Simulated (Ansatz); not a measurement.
How methods differ on C2H2 (acetylene)

C2H2: 4 atoms, total charge 0, spin state singlet. As SMILES, `C#C`. Geometry: optimised at r2SCAN/def2-SVP.

```xyz
4

C     0.1574   -0.5487    0.2029
C    -0.1574    0.5487   -0.2029
H     0.4367   -1.5223    0.5627
H    -0.4367    1.5223   -0.5627
```

Each level gives the dissociation energy of the C2–C1 bond into doublet CH and doublet CH (shapes relaxed at r2SCAN/def2-SVP, no zero-point term) (eV). The values are calculated.

```json
{"level": "HF/def2-TZVPP", "kind": "Hartree–Fock", "program": "Ansatz", "value (eV)": "7.59", "CPU time (all runs)": "0.6 s"}
{"level": "BLYP/def2-TZVPP", "kind": "GGA", "program": "Ansatz", "value (eV)": "10.15", "CPU time (all runs)": "2.1 s"}
{"level": "B3LYP/def2-TZVPP", "kind": "global hybrid", "program": "Ansatz", "value (eV)": "10.06", "CPU time (all runs)": "2.1 s"}
{"level": "CAM-B3LYP/def2-TZVPP", "kind": "range-separated hybrid", "program": "Ansatz", "value (eV)": "10.15", "CPU time (all runs)": "2.3 s"}
{"level": "wB97M-V/def2-TZVPP", "kind": "range-separated hybrid", "program": "Ansatz", "value (eV)": "10.21", "CPU time (all runs)": "6.7 s"}
{"level": "B2PLYP/def2-TZVPP", "kind": "double hybrid", "program": "Ansatz", "value (eV)": "10.28", "CPU time (all runs)": "3.2 s"}
{"level": "RPA@PBE/def2-TZVPP", "kind": "RPA", "program": "Ansatz", "value (eV)": "9.38", "CPU time (all runs)": "4 s"}
{"level": "MP2/def2-TZVPP", "kind": "perturbation theory", "program": "Ansatz", "value (eV)": "11.00", "CPU time (all runs)": "0.88 s"}
```

The values span 7.59 to 11.00 eV. Spin contamination of the reference (⟨S²⟩ at least 0.1 too high) touches HF/def2-TZVPP, B2PLYP/def2-TZVPP, MP2/def2-TZVPP. Hartree–Fock misses the correlation of the electron pair that is broken and comes out low. Measured bond enthalpies also hold zero-point and thermal terms, a few tenths of an eV less. In so small a basis fixed costs decide the times, and correlated methods can beat functionals. Times are those of the runs behind each value, whatever else they computed, on shared processors of several kinds: orders of magnitude only.

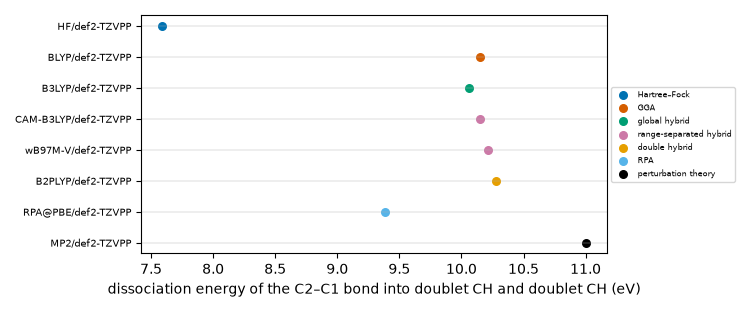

The values of the table, level by level.
